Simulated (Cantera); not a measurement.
Input: 1 mol BN, a varied amount of H2, 15 mol N2, 44 mol Cl2, equilibrated at 1673 K and 6500 Pa.

Equilibrium computed with Cantera from the NASA thermochemical tables; the gas is ideal and each condensed phase is pure. Candidate condensed phases: B, BN, NH4Cl; 21 gas species. The tables' values for BCl2, BCl are old estimates; treat these amounts as uncertain. Gases not in the tables: BHCl2. The numbers say what is thermodynamically allowed, not how fast it happens.

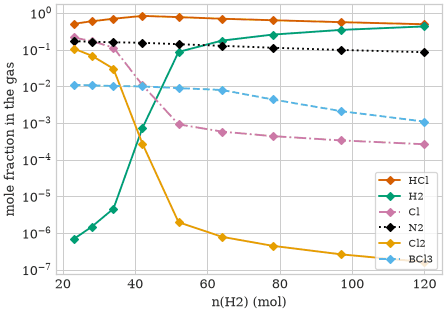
Figure. Equilibrium gas composition (values under 1e-9 drawn at 1e-9)

From 23 mol H2 to 64 mol H2 nothing is condensed. From 78 mol H2 to 120 mol H2 the condensed part is BN(s). The main B-bearing gas is BCl3 throughout.
